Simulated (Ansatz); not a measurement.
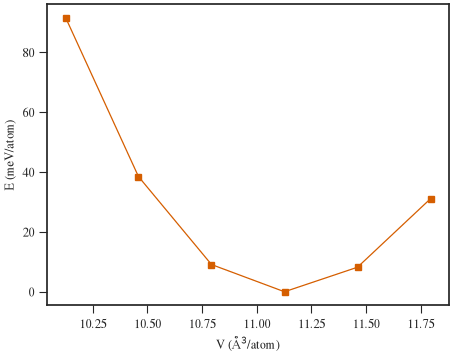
Figure: HfScTaN3 in space group P3m1 (No. 156; Pearson symbol hP6) under volume change, r²SCAN in the plane-wave PAW code Ansatz, shape and atoms relaxed at each volume.

Task: What does a third-order Birch–Murnaghan fit give for V₀, B₀ and B′?

Result: V₀ = 11.13 Å³/atom, B₀ = 276 GPa, B′ = 4.3.

The start of the workflow was typed in or built on a structure type; neither database checked (COD, Materials Project) lists it. Its standing as an ambient phase is unchecked. The cell was relaxed with r²SCAN under the symmetry of its start; whether a distortion lowers the energy is not shown. The run is not spin-polarised. Spin–orbit coupling is left out wherever it is not named.

Potentials: the earlier of the program's two PAW sets.
